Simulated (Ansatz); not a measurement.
Run report: SiH₄SOF₂, geometry relaxation (part 2 of 3)

SiH₄SOF₂; RKS PBE0-D4/def2-TZVP (Ansatz 0.2.0). The geometry is a transition state displaced along its imaginary mode. The reaction was set up to form Si1–O7 and S2–H6 and to break Si1–S2 and H6–O7 (atoms counted from 1 in the order of the input); sticks are drawn by distance alone.

Geometry of the input (Å):
```
Si -0.0438  0.7832  0.0030
S  1.3888  -0.6499  1.1393
F  -1.2422  1.4189  -0.9595
F  1.1600  1.4698  -0.7186
H  -0.6661  1.2462  1.2603
H  0.1387  -1.3377  -0.4296
O  -0.4796  -0.9078  -0.7215
H  0.4872  -1.0702  2.0983
H  -0.7427  -0.9525  -1.6718
```

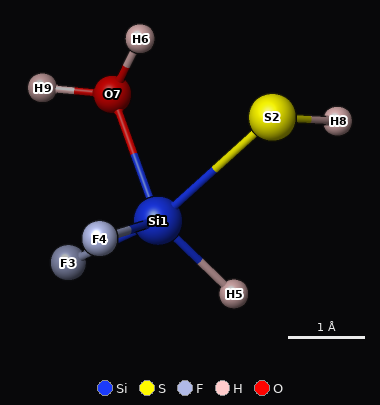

Fig. 1: The geometry at step 16 of the log (ball-and-stick view, seen at a tilt; atoms are numbered from 1 in the order of the input).

**Trajectory as extended XYZ, continued**
```
9
Properties=species:S:1:pos:R:3:forces:R:3 step=3 energy=-26252.44742 accepted=F
Si    0.0038    0.7568    0.0251   -0.5992   0.5422   0.6297
S     1.3283   -0.5476    1.2524    1.4274  -0.2201  -0.7516
F    -1.1870    1.3421   -0.9268   -0.0609  -0.1471  -0.2738
F     1.1789    1.5358   -0.7517   -0.0882  -0.5731   0.4130
H    -0.6244    1.2116    1.2863   -0.1470   0.3137  -0.2035
H     0.2135   -1.5321   -0.5966   -0.0224  -0.1329  -0.0927
O    -0.5091   -0.8990   -0.7676    0.0538   0.3167  -0.1085
H     0.4688   -0.9974    2.1458   -0.6795   0.0168   0.2880
H    -0.8726   -0.8703   -1.6668    0.1160  -0.1161   0.0993
9
Properties=species:S:1:pos:R:3:forces:R:3 step=4 energy=-26252.57257
Si   -0.0426    0.7500    0.0589   -0.1600  -0.1978   0.0865
S     1.4040   -0.6284    1.1716   -0.3452   0.0614   0.0291
F    -1.1829    1.3357   -0.9666    0.0660  -0.0125   0.0888
F     1.1855    1.4660   -0.6512    0.1818   0.2129  -0.1926
H    -0.7011    1.2415    1.2853    0.0164   0.0242  -0.0247
H     0.1822   -1.5175   -0.5688    0.1967  -0.3234  -0.0678
O    -0.5246   -0.8863   -0.7885   -0.1966   0.3549   0.0511
H     0.5294   -0.9004    2.1616    0.1101  -0.0474  -0.1260
H    -0.8496   -0.8606   -1.7022    0.1310  -0.0722   0.1555
9
Properties=species:S:1:pos:R:3:forces:R:3 step=5 energy=-26252.58730
Si   -0.0351    0.7659    0.0604    0.0906  -0.0251   0.0584
S     1.3859   -0.5788    1.2012    0.0406  -0.0520  -0.0669
F    -1.1855    1.3297   -0.9559   -0.0640  -0.0257  -0.0513
F     1.1839    1.4841   -0.6886   -0.0299  -0.0566   0.0922
H    -0.6828    1.2815    1.2790   -0.0360   0.0847   0.0165
H     0.1983   -1.5406   -0.5866   -0.0386   0.0598  -0.0155
O    -0.5056   -0.8849   -0.7657    0.0403  -0.0316   0.0024
H     0.4970   -0.9872    2.1238   -0.0202   0.0564  -0.0595
H    -0.8558   -0.8698   -1.6676    0.0173  -0.0098   0.0236
9
Properties=species:S:1:pos:R:3:forces:R:3 step=6 energy=-26252.59169
Si   -0.0362    0.7658    0.0668    0.0274  -0.0141  -0.0181
S     1.3863   -0.5902    1.1866   -0.0172  -0.0221   0.0237
F    -1.1905    1.3173   -0.9557   -0.0127  -0.0189   0.0051
F     1.1824    1.4898   -0.6715    0.0120   0.0056  -0.0002
H    -0.6742    1.3083    1.2796   -0.0237   0.0277   0.0278
H     0.2058   -1.5368   -0.5826   -0.0105   0.0095  -0.0116
O    -0.5058   -0.8908   -0.7623   -0.0007  -0.0034  -0.0055
H     0.4857   -0.9852    2.1039    0.0151   0.0177  -0.0377
H    -0.8535   -0.8783   -1.6649    0.0102  -0.0020   0.0165
9
Properties=species:S:1:pos:R:3:forces:R:3 step=7 energy=-26252.59212
Si   -0.0338    0.7682    0.0693    0.0019  -0.0079   0.0087
S     1.3861   -0.5880    1.1904    0.0071   0.0083  -0.0097
F    -1.1943    1.3096   -0.9519    0.0053  -0.0046   0.0018
F     1.1837    1.4898   -0.6738   -0.0115   0.0030   0.0032
H    -0.6710    1.3235    1.2805    0.0108   0.0009  -0.0064
H     0.2145   -1.5351   -0.5879   -0.0099   0.0031  -0.0025
O    -0.5034   -0.8940   -0.7574    0.0003  -0.0029  -0.0146
H     0.4744   -0.9941    2.0888   -0.0115  -0.0008   0.0091
H    -0.8561   -0.8800   -1.6580    0.0075   0.0010   0.0104
9
Properties=species:S:1:pos:R:3:forces:R:3 step=8 energy=-26252.59221
Si   -0.0337    0.7668    0.0700   -0.0031   0.0122   0.0065
S     1.3854   -0.5895    1.1895   -0.0001  -0.0004  -0.0001
F    -1.1960    1.3078   -0.9492    0.0014  -0.0049  -0.0009
F     1.1818    1.4918   -0.6725   -0.0014  -0.0021  -0.0044
H    -0.6672    1.3256    1.2812    0.0047  -0.0037   0.0011
H     0.2111   -1.5386   -0.5880   -0.0035   0.0026  -0.0065
O    -0.5028   -0.8942   -0.7607    0.0055  -0.0050   0.0025
H     0.4744   -0.9900    2.0917   -0.0039   0.0008   0.0027
H    -0.8527   -0.8797   -1.6620    0.0004   0.0006  -0.0009
9
Properties=species:S:1:pos:R:3:forces:R:3 step=9 energy=-26252.59225
Si   -0.0331    0.7663    0.0708    0.0022   0.0140   0.0063
S     1.3844   -0.5899    1.1906   -0.0001  -0.0013   0.0001
F    -1.1975    1.3056   -0.9467   -0.0013  -0.0019   0.0012
F     1.1809    1.4919   -0.6737   -0.0028  -0.0058  -0.0027
H    -0.6633    1.3262    1.2832   -0.0005  -0.0007  -0.0032
H     0.2124   -1.5399   -0.5919   -0.0082   0.0067  -0.0037
O    -0.5017   -0.8951   -0.7618    0.0131  -0.0100   0.0046
H     0.4707   -0.9860    2.0922    0.0001  -0.0021   0.0036
H    -0.8526   -0.8792   -1.6626   -0.0023   0.0013  -0.0062
9
Properties=species:S:1:pos:R:3:forces:R:3 step=10 energy=-26252.59229
Si   -0.0329    0.7662    0.0720   -0.0008   0.0091   0.0050
S     1.3829   -0.5906    1.1921    0.0015   0.0010  -0.0009
F    -1.1995    1.3031   -0.9441   -0.0035   0.0021   0.0019
F     1.1799    1.4913   -0.6751   -0.0012  -0.0085  -0.0006
H    -0.6605    1.3296    1.2843   -0.0002  -0.0012  -0.0041
H     0.2132   -1.5412   -0.5960   -0.0075   0.0056  -0.0015
O    -0.5007   -0.8960   -0.7636    0.0150  -0.0080   0.0063
H     0.4695   -0.9843    2.0949   -0.0004  -0.0012   0.0018
H    -0.8518   -0.8782   -1.6642   -0.0029   0.0011  -0.0080
9
Properties=species:S:1:pos:R:3:forces:R:3 step=11 energy=-26252.59234
Si   -0.0329    0.7658    0.0741    0.0032  -0.0001   0.0018
S     1.3808   -0.5910    1.1949   -0.0015   0.0019  -0.0019
F    -1.2034    1.3001   -0.9386   -0.0072   0.0040   0.0002
F     1.1780    1.4878   -0.6786   -0.0006  -0.0084   0.0021
H    -0.6562    1.3343    1.2863    0.0001   0.0001  -0.0021
H     0.2142   -1.5438   -0.6029   -0.0006   0.0027   0.0024
O    -0.4984   -0.8971   -0.7670    0.0074   0.0010   0.0017
H     0.4674   -0.9805    2.0996    0.0007  -0.0006   0.0004
H    -0.8493   -0.8757   -1.6677   -0.0016  -0.0006  -0.0046
9
Properties=species:S:1:pos:R:3:forces:R:3 step=12 energy=-26252.59239
Si   -0.0337    0.7648    0.0762    0.0006  -0.0009   0.0014
S     1.3770   -0.5919    1.1978    0.0039  -0.0030   0.0028
F    -1.2094    1.2970   -0.9315   -0.0070   0.0041   0.0000
F     1.1755    1.4819   -0.6836   -0.0003  -0.0060   0.0023
H    -0.6503    1.3405    1.2886   -0.0001   0.0016  -0.0013
H     0.2160   -1.5452   -0.6099    0.0098  -0.0049   0.0075
O    -0.4953   -0.8975   -0.7714   -0.0062   0.0086  -0.0092
H     0.4655   -0.9769    2.1065    0.0003   0.0019  -0.0032
H    -0.8452   -0.8727   -1.6725   -0.0010  -0.0013  -0.0005
9
Properties=species:S:1:pos:R:3:forces:R:3 step=13 energy=-26252.59244
Si   -0.0353    0.7629    0.0805    0.0033   0.0010  -0.0146
S     1.3724   -0.5947    1.2024   -0.0148  -0.0009   0.0063
F    -1.2204    1.2918   -0.9179   -0.0023   0.0016   0.0033
F     1.1711    1.4709   -0.6920   -0.0022   0.0031   0.0013
H    -0.6403    1.3522    1.2927    0.0066  -0.0032   0.0020
H     0.2203   -1.5467   -0.6201    0.0160  -0.0102   0.0091
O    -0.4900   -0.8981   -0.7790   -0.0162   0.0117  -0.0140
H     0.4600   -0.9696    2.1144    0.0068  -0.0018  -0.0014
H    -0.8377   -0.8688   -1.6809    0.0028  -0.0013   0.0080
9
Properties=species:S:1:pos:R:3:forces:R:3 step=14 energy=-26252.59250
Si   -0.0368    0.7621    0.0818   -0.0082   0.0082  -0.0109
S     1.3670   -0.5966    1.2059   -0.0042  -0.0079   0.0029
F    -1.2291    1.2900   -0.9088    0.0096  -0.0087   0.0089
F     1.1675    1.4638   -0.6997   -0.0063   0.0003   0.0069
H    -0.6314    1.3593    1.2958    0.0053   0.0008  -0.0036
H     0.2240   -1.5462   -0.6249    0.0122  -0.0078   0.0074
O    -0.4862   -0.8977   -0.7845   -0.0169   0.0133  -0.0159
H     0.4568   -0.9676    2.1218    0.0037   0.0040  -0.0059
H    -0.8317   -0.8673   -1.6873    0.0049  -0.0022   0.0101
9
Properties=species:S:1:pos:R:3:forces:R:3 step=15 energy=-26252.59254
Si   -0.0377    0.7617    0.0825   -0.0118   0.0161  -0.0119
S     1.3640   -0.5990    1.2065   -0.0005  -0.0073   0.0048
F    -1.2342    1.2882   -0.9037    0.0163  -0.0115   0.0148
F     1.1652    1.4612   -0.7028   -0.0086  -0.0019   0.0071
H    -0.6251    1.3639    1.2977    0.0035   0.0001  -0.0077
H     0.2265   -1.5455   -0.6261    0.0054  -0.0038   0.0053
O    -0.4841   -0.8976   -0.7872   -0.0105   0.0069  -0.0117
H     0.4535   -0.9656    2.1238    0.0038   0.0030  -0.0049
H    -0.8279   -0.8673   -1.6904    0.0025  -0.0016   0.0041
9
Properties=species:S:1:pos:R:3:forces:R:3 step=16 energy=-26252.59262
Si   -0.0401    0.7602    0.0861   -0.0261   0.0373  -0.0184
S     1.3550   -0.6063    1.2101   -0.0022  -0.0021   0.0036
F    -1.2502    1.2812   -0.8865    0.0315  -0.0169   0.0257
F     1.1580    1.4524   -0.7129   -0.0139  -0.0094   0.0116
H    -0.6075    1.3816    1.3024    0.0087  -0.0076  -0.0135
H     0.2323   -1.5455   -0.6329   -0.0098   0.0044  -0.0036
O    -0.4778   -0.8976   -0.7975    0.0085  -0.0090   0.0039
H     0.4462   -0.9602    2.1338    0.0029   0.0038  -0.0055
H    -0.8158   -0.8661   -1.7025    0.0006  -0.0004  -0.0037
9
Properties=species:S:1:pos:R:3:forces:R:3 step=17 energy=-26252.59288
Si   -0.0458    0.7560    0.0967   -0.0489   0.1041  -0.0295
S     1.3321   -0.6225    1.2212   -0.0375   0.0005   0.0172
F    -1.2914    1.2614   -0.8401    0.0933  -0.0510   0.0783
F     1.1392    1.4274   -0.7398   -0.0475  -0.0204   0.0341
H    -0.5601    1.4239    1.3170    0.0245  -0.0283  -0.0683
H     0.2467   -1.5488   -0.6571   -0.0275   0.0156  -0.0191
O    -0.4601   -0.8988   -0.8247    0.0150  -0.0239   0.0094
H     0.4247   -0.9391    2.1608    0.0234   0.0061  -0.0188
H    -0.7852   -0.8597   -1.7339    0.0052  -0.0027  -0.0033
9
Properties=species:S:1:pos:R:3:forces:R:3 step=18 energy=-26252.59377
Si   -0.0466    0.7532    0.1039   -0.0751   0.1496  -0.0309
S     1.3181   -0.6306    1.2300   -0.0497  -0.0016   0.0300
F    -1.3125    1.2464   -0.8127    0.1196  -0.0702   0.0949
F     1.1288    1.4151   -0.7545   -0.0642  -0.0372   0.0590
H    -0.5354    1.4491    1.3217    0.0430  -0.0382  -0.0870
H     0.2537   -1.5538   -0.6796   -0.0170   0.0057  -0.0159
O    -0.4500   -0.9008   -0.8398   -0.0024  -0.0192  -0.0204
H     0.4147   -0.9263    2.1814    0.0353   0.0162  -0.0392
H    -0.7707   -0.8524   -1.7503    0.0106  -0.0051   0.0095
9
Properties=species:S:1:pos:R:3:forces:R:3 step=19 energy=-26252.59587
Si   -0.0501    0.7487    0.1153   -0.0803   0.2286  -0.0459
S     1.2973   -0.6414    1.2426   -0.1033  -0.0145   0.0551
F    -1.3456    1.2232   -0.7717    0.1893  -0.1096   0.1607
F     1.1128    1.3944   -0.7746   -0.1066  -0.0440   0.0904
H    -0.4926    1.4841    1.3328    0.0473  -0.0548  -0.1554
H     0.2652   -1.5608   -0.7122   -0.0122   0.0031  -0.0200
O    -0.4347   -0.9040   -0.8640   -0.0264  -0.0185  -0.0489
H     0.3959   -0.9016    2.2081    0.0689   0.0204  -0.0647
H    -0.7480   -0.8428   -1.7764    0.0234  -0.0107   0.0287
9
Properties=species:S:1:pos:R:3:forces:R:3 step=20 energy=-26252.60079
Si   -0.0480    0.7448    0.1269   -0.1636   0.3402  -0.0524
S     1.2742   -0.6567    1.2563   -0.1166  -0.0051   0.0728
F    -1.3731    1.1961   -0.7292    0.2280  -0.1448   0.1717
F     1.0976    1.3833   -0.7925   -0.1238  -0.0940   0.1397
H    -0.4593    1.5278    1.3292    0.1004  -0.0915  -0.1571
H     0.2760   -1.5685   -0.7488   -0.0094  -0.0066  -0.0219
O    -0.4211   -0.9078   -0.8851   -0.0261  -0.0272  -0.0935
H     0.3841   -0.8878    2.2412    0.0787   0.0431  -0.1035
H    -0.7303   -0.8313   -1.7978    0.0324  -0.0141   0.0443
9
Properties=species:S:1:pos:R:3:forces:R:3 step=21 energy=-26252.63166
Si   -0.0591    0.7296    0.1745   -0.1125   0.6021  -0.1132
S     1.1967   -0.6886    1.3003   -0.4308  -0.0841   0.2891
F    -1.4702    1.0907   -0.5897    0.5622  -0.2267   0.4606
F     1.0511    1.3147   -0.8288   -0.2782  -0.0302   0.1943
H    -0.3101    1.6326    1.3568    0.0056  -0.1798  -0.4496
H     0.3133   -1.6011   -0.9001   -0.0143   0.0356  -0.0334
O    -0.3767   -0.9284   -0.9698   -0.1091  -0.0751  -0.2535
H     0.3258   -0.7643    2.3379    0.2795   0.0166  -0.2529
H    -0.6706   -0.7852   -1.8810    0.0976  -0.0584   0.1587
9
Properties=species:S:1:pos:R:3:forces:R:3 step=22 energy=-26252.68779
Si   -0.0225    0.7317    0.2138   -0.8332   1.0986  -0.1671
S     1.1041   -0.7566    1.3446   -0.5587   0.0525   0.4625
F    -1.5245    0.9902   -0.4319    0.9826  -0.3535   0.5009
F     1.0092    1.3234   -0.8771   -0.3434  -0.3274   0.4547
H    -0.2224    1.7635    1.3160    0.2458  -0.4463  -0.4708
H     0.3476   -1.6269   -1.0282   -0.0987   0.0909  -0.0793
O    -0.3470   -0.9558   -1.0374    0.0365  -0.1006  -0.3762
H     0.2871   -0.7080    2.4440    0.4241   0.0693  -0.5806
H    -0.6314   -0.7615   -1.9436    0.1450  -0.0834   0.2559
9
Properties=species:S:1:pos:R:3:forces:R:3 step=23 energy=-26252.75308
Si   -0.0373    0.7492    0.2830   -0.7616   0.9848  -0.6574
S     1.0075   -0.7915    1.3744   -0.8713   0.2324   0.7579
F    -1.5951    0.8653   -0.2982    1.6425  -0.1025   0.8895
F     0.9617    1.2610   -0.8878   -0.5353  -0.1604   0.6467
H    -0.0712    1.8648    1.3320   -0.1020  -0.5894  -0.6583
H     0.3926   -1.6430   -1.1744   -0.1800   0.1886  -0.0859
O    -0.3161   -0.9880   -1.1201    0.0380  -0.3425  -0.4281
H     0.2429   -0.5826    2.5068    0.6093  -0.1135  -0.7266
H    -0.5849   -0.7353   -2.0156    0.1603  -0.0974   0.2621
9
Properties=species:S:1:pos:R:3:forces:R:3 step=24 energy=-26252.84544
Si   -0.0102    0.7465    0.3338   -1.3430   1.4079  -0.6372
S     0.8901   -0.8279    1.4380   -0.7382   0.1888   0.9456
F    -1.6121    0.7831   -0.1322    1.9764  -0.1217   0.6376
F     0.9197    1.2409   -0.9045   -0.5680  -0.3675   0.7937
H     0.0070    1.9267    1.3114   -0.0490  -0.6718  -0.5807
H     0.4307   -1.6619   -1.3406   -0.2220   0.1926  -0.0610
O    -0.3133   -1.0559   -1.2200    0.1524  -0.2525  -0.3726
H     0.2280   -0.4488    2.6074    0.6618  -0.2539  -1.0209
H    -0.5395   -0.7029   -2.0932    0.1295  -0.1219   0.2956
9
Properties=species:S:1:pos:R:3:forces:R:3 step=25 energy=-26252.92900
Si   -0.0066    0.7778    0.4112   -1.1901   0.5158  -1.0010
S     0.7787   -0.8888    1.4684   -0.7810   0.9331   1.1121
F    -1.5986    0.7017   -0.0317    1.8000   0.1886   0.5474
F     0.8941    1.1416   -0.8921   -0.5509  -0.0712   0.9221
H     0.0204    2.0187    1.2829    0.0566  -0.6411  -0.3370
H     0.4698   -1.6656   -1.4950   -0.4311   0.2796   0.0527
O    -0.3224   -1.1415   -1.2882    0.2595   0.0189  -1.1835
H     0.2638   -0.3253    2.6486    0.6453  -0.6168  -1.0369
H    -0.4990   -0.6187   -2.1041    0.1916  -0.6070   0.9240
9
Properties=species:S:1:pos:R:3:forces:R:3 step=26 energy=-26253.02600
Si   -0.0281    0.8063    0.4484   -0.9934   0.9465  -0.6560
S     0.7022   -0.8368    1.5192   -0.3599   0.1977   0.9733
F    -1.6013    0.7518   -0.0039    1.5862  -0.0191   0.2839
F     0.8802    1.1516   -0.8487   -0.6423  -0.2994   0.7422
H     0.0423    2.0139    1.3384   -0.0236  -0.3628  -0.3095
H     0.5047   -1.7216   -1.6625   -0.6415   0.2983   0.1953
O    -0.3357   -1.2985   -1.3998    0.4736   0.8768  -1.4516
H     0.3243   -0.2485    2.7251    0.3933  -0.4325  -1.0010
H    -0.4884   -0.6182   -2.1162    0.2076  -1.2055   1.2235
9
Properties=species:S:1:pos:R:3:forces:R:3 step=27 energy=-26253.20305
Si   -0.0641    0.9343    0.5211   -0.0860  -0.1218  -0.0119
S     0.5741   -0.8327    1.4718   -0.1277   0.1386   0.1854
F    -1.5593    0.8440   -0.0126    0.1613   0.0656   0.0345
F     0.8304    1.2005   -0.7675   -0.0567   0.0430   0.0400
H     0.0233    2.1061    1.4194   -0.0085  -0.0897  -0.0766
H     0.5105   -1.8580   -1.8086    0.0157   0.0938  -0.0913
O    -0.3040   -1.4611   -1.4932   -0.0483  -0.1185   0.2340
H     0.4349   -0.2603    2.6882    0.0971  -0.0578  -0.1279
H    -0.4456   -0.6728   -2.0183    0.0531   0.0468  -0.1862
9
Properties=species:S:1:pos:R:3:forces:R:3 step=28 energy=-26253.22230
Si   -0.0860    0.8815    0.5237    0.0205   0.2035  -0.0625
S     0.4408   -0.8675    1.5574   -0.0335  -0.1266  -0.0257
F    -1.5885    0.9010    0.0195   -0.0282  -0.1080  -0.0650
F     0.8048    1.1030   -0.7744    0.0299   0.0630   0.0655
H     0.0772    2.0671    1.3849    0.0402  -0.0279   0.0308
H     0.5947   -1.7173   -1.8235    0.1325  -0.0881   0.0853
O    -0.2451   -1.4063   -1.4810    0.0545  -0.2562   0.1845
H     0.5257   -0.1989    2.7205    0.0286   0.0337  -0.0033
H    -0.5236   -0.7626   -2.1270   -0.2445   0.3067  -0.2096
```
